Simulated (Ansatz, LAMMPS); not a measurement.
# Amorphous polythiophene with methane (capped chains of 7 units) at 380 K (258 atoms): a single point

What does DFT give for amorphous polythiophene with methane (capped chains of 7 units) at 380 K (258 atoms) as built?

Method: Kohn-Sham DFT, r2SCAN+D4, PAW (set soft_2), plane waves, in Ansatz 0.2.0.

**1. Starting point**

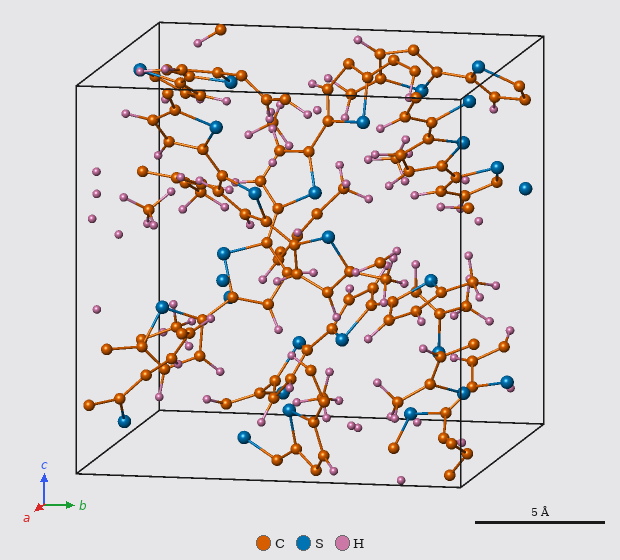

The cell as given, slightly off an axis (carbon orange, sulfur blue, hydrogen pink). Bonds to atoms that aren't drawn are left out. Some periodic images of atoms are drawn too.

The cell holds 258 atoms: 126 C, 28 S and 104 H. Its edges and angles: a = 15.333 Å, b = 15.333 Å, c = 15.333 Å, α = 90.0°, β = 90.0°, γ = 90.0°. 4 polythiophene chains of 7 units with methyl end groups, 6 methane placed at random, at 1.16 g/cm³; overlaps pushed apart, then 20 ps at 800 K with MMFF94 bonds, angles, torsions, charges and radii (Halgren, J. Comput. Chem. 17, 490 (1996)) in harmonic and 12-6 forms. Snapshot after 30 ps at 380 K and fixed volume.

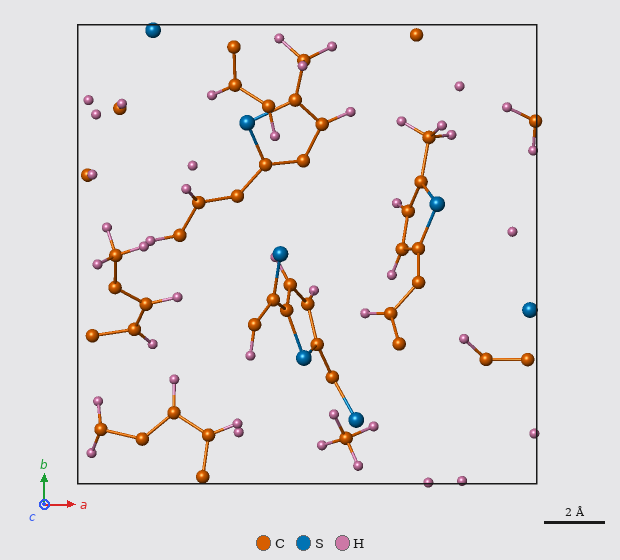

A slice 6 Å thick through the middle of the cell. Bonds to atoms that aren't drawn are left out.

What the set-up can't give: The network of contacts between molecules at the start is that of the classical potential that made the cell, and needn't be the one that DFT or experiment would give. The density was typed from a rule of thumb and may lie off the real one at this temperature. Sampling is at Γ alone, for a cell whose shortest periodic width is 15 Å.

**2. How the cell was made**

A classical potential supplies the starting structure, since it reaches far longer times than DFT.

This step: classical MD, MMFF94 bonds, angles, torsions, charges and radii (Halgren, J. Comput. Chem. 17, 490 (1996)) in harmonic and 12-6 forms; charges of ions scaled by 0.8 (LAMMPS 22 Jul 2025 - Update 4).

in.lmp

```
# amorphous polythiophene with methane
units real
atom_style full
boundary p p p
bond_style harmonic
angle_style harmonic
dihedral_style opls
improper_style harmonic
special_bonds lj 0 0 0.5 coul 0 0 0.75
read_data data.lmp
neigh_modify delay 0 every 1 check yes one 4000
comm_modify cutoff 12.0
timestep 0.5
thermo_style custom step time temp pe press density
thermo_modify norm yes
# push overlapping molecules apart
pair_style soft 2.6
pair_coeff * * 0.0
variable a equal ramp(1,60)
fix ad all adapt 1 pair soft a * * v_a
velocity all create 800 752839 mom yes dist gaussian
fix lim all nve/limit 0.03
fix lan all langevin 800 800 50 752840 zero yes
thermo 1000
run 3000 post no
unfix ad
pair_style lj/cut/coul/long 9.0
pair_modify mix arithmetic tail yes
pair_coeff 1 1 0.0678 3.3680   # C
pair_coeff 2 2 0.0678 3.5860   # C
pair_coeff 3 3 0.2681 3.7370   # S
pair_coeff 4 4 0.0216 2.5400   # H
kspace_style pppm 1.0e-4
thermo 100
# [... 16 lines left out ...]
compute msd all msd com yes
thermo 7500
fix md all nvt temp 380 380 100
run 30000 post no
print "== T380: mean square displacement over the hold $(c_msd[4]:%.2f) A^2"
unfix md
uncompute msd
write_dump all custom T380.dump id type xs ys zs modify sort id
```

Launch:

```sh
> lmp -in in.lmp -log none -nocite
```

Output:

```text
LAMMPS (22 Jul 2025 - Update 4)
Reading data file ...
  orthogonal box = (0 0 0) to (15.33273 15.33273 15.33273)
  258 atoms
  orthogonal box = (0 0 0) to (15.33273 15.33273 15.33273)
  276 bonds
  448 angles
  544 dihedrals
  112 impropers
   Step          Time           Temp          PotEng         Press         Density
         0   0              800            0.7680392     -2590.7089      1.1590005
      1000   500            683.58881      3.259253       2497.9353      1.1590005
      2000   1000           655.02894      2.4393065      10087.66       1.1590005
      3000   1500           668.1605       2.3099683      8408.9223      1.1590005
[... 29 lines left out ...]
Loop time of 15.0725 s on 1 MPI rank(s) for 20000 steps with 258 atoms
   Step          Time           Temp          PotEng         Press         Density
[... 4 lines left out ...]
Loop time of 14.6568 s on 1 MPI rank(s) for 20000 steps with 258 atoms
   Step          Time           Temp          PotEng         Press         Density
[... 2 lines left out ...]
     52500   51500          357.91217      1.0310036      188.38481      1.1590005
     60000   59000          388.77605      0.89369648     3973.0744      1.1590005
     67500   66500          387.20569      1.0113996     -5353.3557      1.1590005
     72000   71000          366.04694      0.94389364    -1196.3593      1.1590005
Loop time of 21.6163 s on 1 MPI rank(s) for 30000 steps with 258 atoms
== T380: mean square displacement over the hold 15.89 A^2
```

Run time: 54 s. Hardware: 1 thread of Arm Neoverse V2, shared host; peak memory 0.13 GiB.

The input also reads data.lmp (atoms, bonds and types; not printed here).

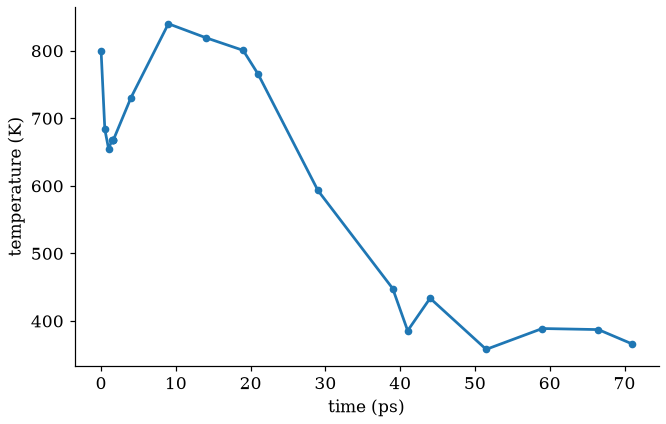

Temperature against time.

**3. Plane-wave single point**

The electrons are solved once, with the atoms held.

input.yaml

```yaml
crystal:
  lattice:
    - [15.33273, 0.0, 0.0]
    - [0.0, 15.33273, 0.0]
    - [0.0, 0.0, 15.33273]
  atoms:
    - { symbol: C, position: [0.76523, 0.75477, 0.49009] }
    - { symbol: C, position: [0.74793, 0.65765, 0.5035] }
    - { symbol: C, position: [0.72008, 0.59368, 0.44305] }
    - { symbol: C, position: [0.70692, 0.51113, 0.48551] }
    - { symbol: C, position: [0.74229, 0.51233, 0.56624] }
    - { symbol: S, position: [0.78324, 0.6093, 0.59622] }
    - { symbol: C, position: [0.74251, 0.43877, 0.62394] }
    - { symbol: C, position: [0.68184, 0.37088, 0.63038] }
    - { symbol: C, position: [0.7002, 0.30484, 0.6904] }
    - { symbol: C, position: [0.77001, 0.33051, 0.74212] }
    - { symbol: S, position: [0.82001, 0.42625, 0.70844] }
    - { symbol: C, position: [0.80661, 0.2878, 0.81508] }
    - { symbol: C, position: [0.79909, 0.19826, 0.83021] }
    - { symbol: C, position: [0.86517, 0.17057, 0.89584] }
    - { symbol: C, position: [0.90902, 0.23765, 0.93096] }
    - { symbol: S, position: [0.87928, 0.33796, 0.88528] }
    - { symbol: C, position: [0.98371, 0.23521, 0.98606] }
    - { symbol: C, position: [0.04584, 0.16947, 0.99464] }
    - { symbol: C, position: [0.1202, 0.19999, 0.04335] }
    - { symbol: C, position: [0.10845, 0.28482, 0.07214] }
    - { symbol: S, position: [0.00795, 0.3236, 0.0578] }
    - { symbol: C, position: [0.17171, 0.3382, 0.11614] }
    - { symbol: C, position: [0.25233, 0.35213, 0.08552] }
    - { symbol: C, position: [0.29954, 0.40663, 0.14411] }
    - { symbol: C, position: [0.25228, 0.43893, 0.21226] }
    - { symbol: S, position: [0.14872, 0.39584, 0.21257] }
    - { symbol: C, position: [0.27271, 0.50812, 0.27266] }
    - { symbol: C, position: [0.22247, 0.54138, 0.34064] }
    - { symbol: C, position: [0.2636, 0.61277, 0.37992] }
    - { symbol: C, position: [0.34793, 0.62689, 0.35] }
    - { symbol: S, position: [0.37229, 0.55579, 0.26226] }
    - { symbol: C, position: [0.40905, 0.69529, 0.37123] }
    [... 220 atom lines left out ...]
    - { symbol: H, position: [0.05532, 0.32652, 0.80848] }
    - { symbol: C, position: [0.58195, 0.55063, 0.14644] }
    - { symbol: H, position: [0.59078, 0.57042, 0.2158] }
    - { symbol: H, position: [0.51829, 0.57932, 0.13038] }
    - { symbol: H, position: [0.56835, 0.48048, 0.13059] }
    - { symbol: H, position: [0.63505, 0.57221, 0.1046] }
kpoints:
  mp_grid: { grid: [1, 1, 1] }
hamiltonian:
  xc: r2scan
  dispersion: d4
scf:
  occupations: { method: fermi_dirac, width: 0.025 }
output:
  forces: true
  stress: true
  populations: intrinsic
  dos:
    method: { smearing: { sigma: 0.08 } }
    de: 0.1
    projected: { site_lists: { C: [C], H: [H], S: [S] } }
  eigenvalues: true
  write_density: true
  write_potential: true
  volumetric_format: npy
```

Launch:

```sh
> ansatz run input.yaml --threads 8 --pin off --max-ram 15872MiB --backend cpu --events-out ev --progress --plain --runs-dir out
```

Output:

```text
Engine: ansatz 0.2.0, aarch64-unknown-linux-gnu
Pseudopotentials: kind: paw
Pseudopotential: C, paw, valence charge 4, recommended cutoff 500 eV (meta_gga), C.paw.azcp
Pseudopotential: S, paw, valence charge 6, recommended cutoff 500 eV (meta_gga), S.paw.azcp
Pseudopotential: H, paw, valence charge 1, recommended cutoff 500 eV (meta_gga), H.paw.azcp
[... 6 lines on functional and potentials left out ...]
Crystal: 258 atoms, lattice volume = 3604.612 Å³
Basis set: ecut = 500 eV, 91623 PW (Γ), exchange–correlation on 480×480×480 points (64 copies of the dense FFT grid, shifted against one another)
Bands: 646, of which v1, the nominal top of the filled ones, is band 388 counted from 1 (387 counted from 0)
Symmetry: 1 space group operations
Space group: P1 (ITA 1), of the structure as read, at distance tolerance 1.5e-4 Å
k-points: 1
[... 9 lines on functional and potentials left out ...]
Initial density: superposition of atomic densities (neutral atoms: chi_scale 0, normalization atom), corrected by the library's trained network
Initial wavefunctions: pseudopotential atomic-orbital guess
Functional: x = r2scan, c = r2scan; τ floored in thin density (d = 2e-4 eV/Å³)
SCF iter   1: F=—  HF=-58720.634981 eV  |F-HF|=—  |Δ(HF+E_count)|=         —  Δρ=7.25e-3  dr2=2.67e0  dr2_τ=2.75e1  ethr=1.77e-3  ⟨swp⟩=6.0  Hψ=3039  notcnv=0  defer=111
preconditioner: auto → Resta (q_TF=auto, 2.112 Å⁻¹)  ε∞=2.4  [insulator: Δε(μ)=1.524 eV  Ē_g=14.499 eV  σ=0.025 eV  W_gap=1.00  n_scr=586 (ndim 8)  ℏωp=17.2 eV  f_vac=0.246  D(μ)=0.00/eV (n_scr^D=0)  ε∞_Penn≈2.4]
SCF iter   2: F=—  HF=-58719.360240 eV  |F-HF|=—  |Δ(HF+E_count)|=    1.27e0  Δρ=4.33e-3  dr2=4.14e-1  dr2_τ=3.18e-2  ethr=3.44e-4  ⟨swp⟩=2.0  Hψ=1103  notcnv=0  defer=250
SCF iter   3: F=—  HF=-58719.344387 eV  |F-HF|=—  |Δ(HF+E_count)|=   1.59e-2  Δρ=1.52e-3  dr2=7.32e-2  dr2_τ=6.11e-3  ethr=5.34e-5  ⟨swp⟩=3.0  Hψ=792  notcnv=0  defer=250
SCF iter   4: F=—  HF=-58719.365415 eV  |F-HF|=—  |Δ(HF+E_count)|=   2.10e-2  Δρ=4.55e-4  dr2=1.61e-2  dr2_τ=1.40e-3  ethr=9.44e-6  ⟨swp⟩=2.0  Hψ=683  notcnv=0  defer=250
SCF iter   5: F=—  HF=-58719.367616 eV  |F-HF|=—  |Δ(HF+E_count)|=   2.20e-3  Δρ=1.79e-4  dr2=2.17e-3  dr2_τ=1.29e-4  ethr=2.07e-6  ⟨swp⟩=2.0  Hψ=776  notcnv=0  defer=250
SCF iter   6: F=—  HF=-58719.369888 eV  |F-HF|=—  |Δ(HF+E_count)|=   2.27e-3  Δρ=7.69e-5  dr2=4.13e-4  dr2_τ=3.02e-5  ethr=2.79e-7  ⟨swp⟩=2.0  Hψ=743  notcnv=0  defer=250
SCF iter   7: F=—  HF=-58719.370288 eV  |F-HF|=—  |Δ(HF+E_count)|=   4.00e-4  Δρ=2.75e-5  dr2=5.17e-5  dr2_τ=4.26e-6  ethr=5.32e-8  ⟨swp⟩=2.0  Hψ=780  notcnv=0  defer=250
SCF iter   8: F=—  HF=-58719.370604 eV  |F-HF|=—  |Δ(HF+E_count)|=   3.16e-4  Δρ=1.01e-5  dr2=7.23e-6  dr2_τ=5.65e-7  ethr=6.66e-9  ⟨swp⟩=2.0  Hψ=950  notcnv=0  defer=250
SCF iter   9: F=—  HF=-58719.370618 eV  |F-HF|=—  |Δ(HF+E_count)|=   1.37e-5  Δρ=4.20e-6  dr2=1.27e-6  dr2_τ=9.82e-8  ethr=9.31e-10  ⟨swp⟩=2.0  Hψ=783  notcnv=0  defer=250
SCF iter  10: F=—  HF=-58719.370620 eV  |F-HF|=—  |Δ(HF+E_count)|=   2.54e-6  Δρ=1.55e-6  dr2=1.69e-7  dr2_τ=1.28e-8  ethr=1.64e-10  ⟨swp⟩=2.0  Hψ=708  notcnv=0  defer=250
SCF iter  11: F=-58719.370621 eV  HF=-58719.370621 eV  |F-HF|=5.87e-8  |Δ(HF+E_count)|=   4.25e-7  Δρ=7.11e-7  dr2=3.63e-8  dr2_τ=2.50e-9  ethr=1.29e-11  ⟨swp⟩=23.0  Hψ=6228  notcnv=0
SCF 1 converged in 11 iterations: F = -58719.370621 eV  dr2 = 3.63e-8
  greatest PAW one-centre occupation: 0.885 electrons in one spin orbital (limit 2), on the S atom at site 87 (counted from 0), in its partial waves of l = 0
WARN: The input density's exchange-correlation potential varies sharply where the density is thin. Do not read a vacuum level from v_tot or v_xc, or from such a field of the output density. On a cell that repeats whose density bears no net charge and no dipole along the vacuum's axis use v_es (v_loc + v_h of the components); [...]
SCF converged after 11 iterations
Free energy (F): -58719.370621 eV
Harris-Foulkes:  -58719.370621 eV  (|F-HF|=5.87e-8)
Internal energy: -58719.370621 eV  (E = F + TS)
E sigma→0 (E₀):  -58719.370621 eV
Fermi energy:    1.822754 eV
--- Per-component energies (eV) ---
  E_band       = -5727.662501
  E_kinetic    = 15839.097873
  E_local      = -52660.977375  (includes V_loc(G=0)·N_el)
  E_nonlocal   = 4370.524604
  E_hartree    = 19654.999003
  E_xc         = -9426.783241
  E_vxc        = -12202.963683  (∫ρ·V_xc dr)
  E_paw        = -29835.472340  (= ΣΔE_a)
  E_vpaw       = -1070.003742  (= ΣTr[D̂ρ^β])
  E_aug_tail   = -0.050168  (compensation charges beyond the density's cutoff)
  E_vtau       = 686.721671  (kinetic-family band-sum trace: ∫τ·v_τ [+ j·A + Jᵃ·Aᵃ] dr)
  E_ewald      = -6646.008816
  E_disp       = -8.505200  (pairwise vdW)
  E_core_change = -6.194960  (= ΣΔE_core)
  E_smearing   = -0.000000  (= −TS)
  E_closure    = -0.000000  (closes the sum)
  Σ components = -58719.370621   (vs F -58719.370621, Δ=0.00e0)
--- Forces (eV/Å), atoms counted from 1 ---
  atom   1  C      0.01515148    -1.22722502    -0.71566466
  atom   2  C      0.40501882     0.10582449    -2.12482503
  atom   3  C     -1.57002116     1.08371047     0.21682700
  atom   4  C      1.72257634     3.71443543    -0.41027726
  atom   5  C     -0.05144585    -1.82781283     1.33942149
  atom   6  S     -0.06597808     0.81157123     0.81982023
  atom   7  C     -0.15974059    -0.74018296     1.33967836
  atom   8  C      1.98322003     0.36976696     0.19573001
  atom   9  C      0.95302696     1.31880451     1.15283891
  atom  10  C      0.18340337     0.25545984     0.08552072
  atom  11  S     -0.89938427    -0.16756914    -0.89462299
  atom  12  C     -0.02216918    -1.45575412     0.42524997
  atom  13  C      1.98081811     0.32559922     1.07369584
  atom  14  C     -2.28126331    -1.06119435    -1.90277233
[...]
atom 257  H      0.64396681     0.73641158     0.94814960
  atom 258  H     -0.25453060     0.25312897     0.13078619
  max |Σ_I F_I| component: 1.94e-4 eV/Å
--- Stress (GPa, compression-positive) ---
        0.508969       0.733553       1.185550
        0.733553       0.575577      -0.067589
        1.185550      -0.067588       0.342796
  P = ⅓ Tr σ = 0.4758 GPa (4.758 kbar)
--- Band table (eV) ---
  k-point 0: bands = ["-18.7892", "-18.6066", "-18.5627", "-18.5536", [... 630 levels ...], "10.0886", "10.1396", "10.1469", "10.1714", "10.2071", "10.2325", "10.2503", "10.2702", "10.3014", "10.3096", "10.3471", "10.3643"]
--- intrinsic populations: 258 sites ---
  site symbol       q [e]
     0      C      4.5220
     1      C      4.1630
     2      C      4.2138
[...]
257      H      0.8126
  spilling = -0.000000 (of n_electrons = 776.000000)
```

The job ended after 2 min (8 threads of Arm Neoverse V2, shared host; peak memory 11 GiB).

In the SCF lines HF is the Harris–Foulkes energy and dr2 the Hartree energy of the density residual, in eV; the loop may stop once dr2 is under the threshold and the program's other checks hold. Hψ counts applications of the Hamiltonian.

The program notes that the exchange-correlation potential is rough where the density is thin.

Read from the output:

* free energy: -58719.3706 eV
* free energy per atom: -227.5945 eV/atom
* SCF cycles: 11
* pressure: 0.4758 GPa
* r.m.s. force component: 0.9939 eV/Å
* longest force: 4.868 eV/Å
* Fermi energy: 1.823 eV
* gap (highest filled to lowest empty level): 1.502 eV

Neighbours are counted within 1.85 Å (C-C), 1.34 Å (C-H), 2.17 Å (C-S).

Length of the force by element and coordination:

| element | coordination | atoms | mean length of the force (eV/Å) | spread | least | most |
| --- | --- | --- | --- | --- | --- | --- |
| C | all | 126 | 1.94 | 0.817 | 0.326 | 4.87 |
| C | 3 | 112 | 1.90 | 0.838 | 0.326 | 4.87 |
| C | 4 | 14 | 2.20 | 0.553 | 1.41 | 3.08 |
| H | all | 104 | 1.05 | 0.577 | 0.189 | 3.30 |
| S | all | 28 | 1.36 | 0.490 | 0.472 | 2.50 |

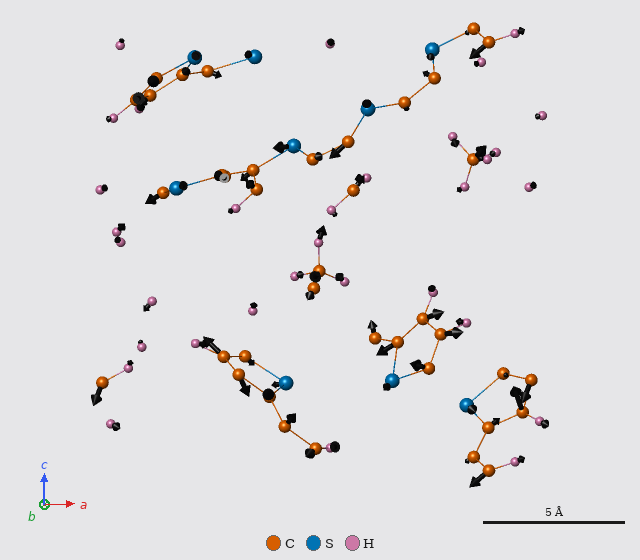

Forces as arrows; the longest in the cell is 4.87 eV/Å. Drawn is a slice 4 Å thick, seen along the normal of the ac plane. Bonds to atoms that aren't drawn are left out.

Intrinsic-atomic-orbital charges by element and coordination:

| element | coordination | atoms | mean charge (e) | spread | least | most |
| --- | --- | --- | --- | --- | --- | --- |
| C | all | 126 | -0.232 | 0.142 | -0.764 | -0.0867 |
| C | 3 | 112 | -0.185 | 0.0347 | -0.241 | -0.0867 |
| C | 4 | 14 | -0.611 | 0.0967 | -0.764 | -0.513 |
| H | all | 104 | 0.187 | 0.0134 | 0.151 | 0.221 |
| S | all | 28 | 0.349 | 0.031 | 0.292 | 0.432 |

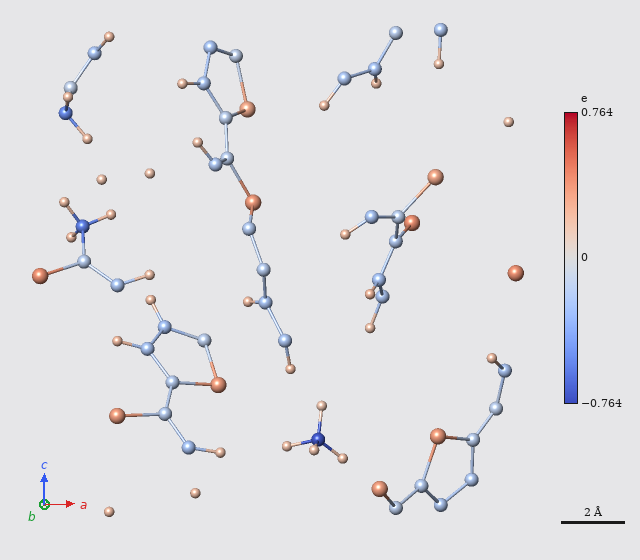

Atoms coloured by intrinsic-atomic-orbital charge. Drawn is a slice 4 Å thick, seen along the normal of the ac plane. Bonds to atoms that aren't drawn are left out.

Density of states as counts of states in windows of 1 eV (from the Fermi level), total and the larger projections:

| from (eV) | to (eV) | total | C p | S p | H s | C s |
| --- | --- | --- | --- | --- | --- | --- |
| -18 | -17 | 17.0 | 3.8 | 1.2 | 0.8 | 10.8 |
| -17 | -16 | 31.2 | 9.1 | 0.8 | 2.3 | 14.8 |
| -16 | -15 | 53.0 | 15.6 | 0.6 | 3.6 | 19.2 |
| -15 | -14 | 25.3 | 4.7 | 0.3 | 6.5 | 11.9 |
| -14 | -13 | 13.6 | 4.9 | 0.2 | 1.6 | 6.2 |
| -13 | -12 | 18.4 | 10.2 | 0.5 | 1.3 | 4.8 |
| -12 | -11 | 29.6 | 15.1 | 1.6 | 3.5 | 7.8 |
| -11 | -10 | 47.2 | 24.4 | 5.6 | 6.2 | 6.4 |
| -10 | -9 | 38.8 | 20.6 | 4.8 | 5.6 | 4.3 |
| -9 | -8 | 23.2 | 15.4 | 2.1 | 3.3 | 1.7 |
| -8 | -7 | 75.1 | 51.1 | 7.7 | 11.8 | 1.9 |
| -7 | -6 | 105.8 | 72.9 | 10.4 | 17.9 | 1.5 |
| -6 | -5 | 107.8 | 60.4 | 29.0 | 14.1 | 0.9 |
| -5 | -4 | 29.2 | 13.8 | 11.6 | 1.8 | 0.4 |
| -4 | -3 | 36.5 | 23.4 | 12.4 | 0.3 | 0.1 |
| -3 | -2 | 44.7 | 25.0 | 19.0 | 0.3 | 0.1 |
| -2 | -1 | 16.2 | 14.3 | 1.3 | 0.3 | 0.1 |
| -1 | 0 | 7.7 | 7.4 | 0.1 | 0.1 | 0.0 |
| 0 | 1 | 7.0 | 5.1 | 1.6 | 0.1 | 0.0 |
| 1 | 2 | 20.9 | 14.2 | 4.3 | 0.4 | 0.5 |
| 2 | 3 | 44.2 | 21.4 | 10.4 | 2.5 | 3.3 |
| 3 | 4 | 66.6 | 25.2 | 10.2 | 7.6 | 5.5 |
| 4 | 5 | 84.7 | 30.6 | 7.7 | 9.4 | 6.1 |

The curve was stored every 0.10 eV, coarse against its broadening of 0.08 eV, so these counts are rough.

Between -21 and -18 eV lie 56 more states.

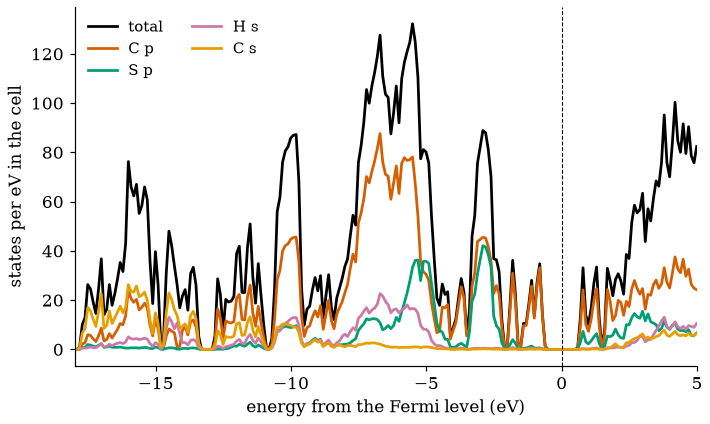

Total and projected density of states, with the broadening of the input.

The levels nearest the highest filled one (over half full), pooled over k-points and spins:

| level less the highest filled one (eV) | occupation |
| --- | --- |
| -0.374 | 2 |
| -0.328 | 2 |
| -0.146 | 2 |
| -0.112 | 2 |
| -0.0795 | 2 |
| 0 | 2 |
| 1.50 | 0 |
| 1.53 | 0 |
| 1.58 | 0 |
| 1.79 | 0 |
| 1.91 | 0 |
| 1.98 | 0 |

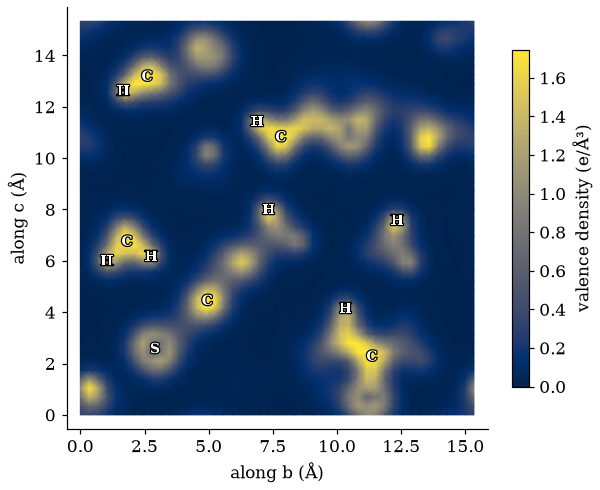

Valence density in the bc plane at fractional x = 0.040, with atoms of C and H and S within 0.2 Å of it. It is the smooth field of the valence electrons, not physical close to the nuclei. The map starts off the cell's origin, so that atoms lie inside it.

[end of part 1 of 2]

[Logs are printed without paths, hosts, clocks, repeated set-up lines and the standing remarks that a program may print on its own settings, such as how far it seeks lower states.]

[Hosts, paths, dates, database ids (printed as entryN), source tags and the programs' standing remarks are cut or masked in the printed files.]

[The MMFF94 radii named for the starting cell were scaled by 0.96; in molecules described by MMFF94, hydrogen bound to N, O or S took a small fixed 12-6 site in their place.]
